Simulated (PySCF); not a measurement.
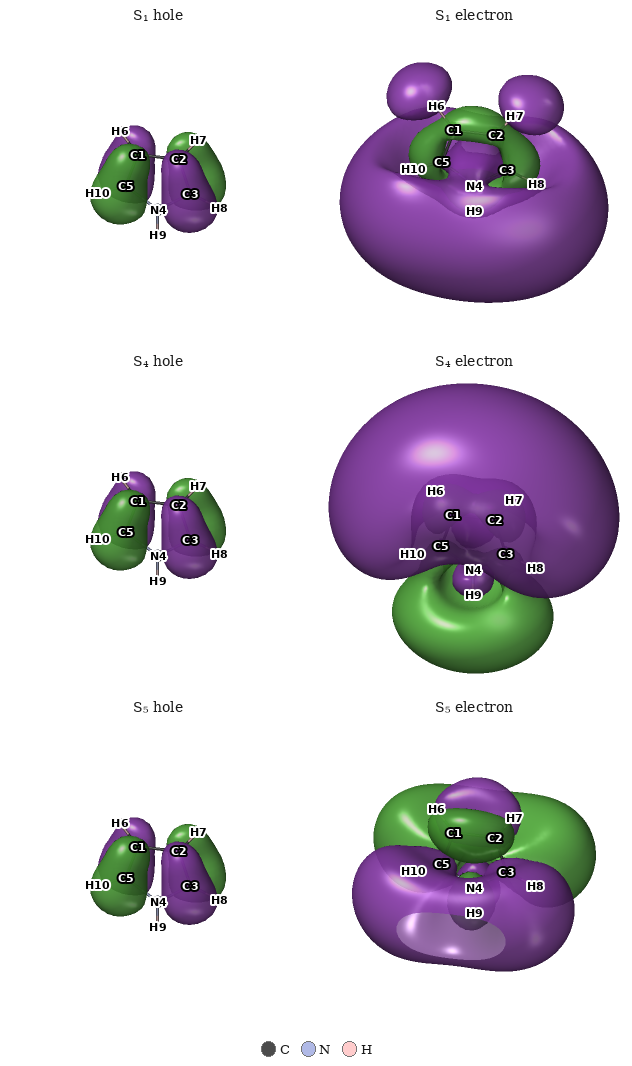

*C₄H₅N, SMILES `c1cc[nH]c1`. Leading natural transition orbitals (full linear response singlet states).*

Computed with PySCF, B3LYP/6-311+G**, geometry: GFN2-xTB. No frequency check shows the geometry to be a minimum.

### Describe these excited states.

By state:
- S₁: 4.92 eV (252 nm), f = 0.000 (dark), π → diffuse (Rydberg-like) orbital; the leading pair carries 100 %; hole on C3 and C5 (29 % each), C1 and C2 (14 % each) and N4 (6 %), electron on H9 (31 %), N4 (14 %) and C3 and C5 (12 % each) (atom shares of so diffuse an orbital are rough); their centroids lie 1.9 Å apart.
- S₄: 5.91 eV (210 nm), f = 0.000 (dark), π → diffuse (Rydberg-like) orbital; the leading pair carries 100 %; hole on C3 and C5 (29 % each), C1 and C2 (14 % each) and N4 (6 %), electron on H6 and H7 (18 % each), C1 and C2 (16 % each) and H9 (9 %) (atom shares of so diffuse an orbital are rough); their centroids lie 1.5 Å apart; S₃ lies within 0.1 eV of it.
- S₅: 6.12 eV (202 nm), f = 0.179 (bright); the leading pair carries 98 %; hole on C3 and C5 (29 % each), C1 and C2 (14 % each) and N4 (6 %), electron on C3 and C5 (21 % each), N4 (15 %) and C1 and C2 (11 % each); their centroids lie 0.5 Å apart.
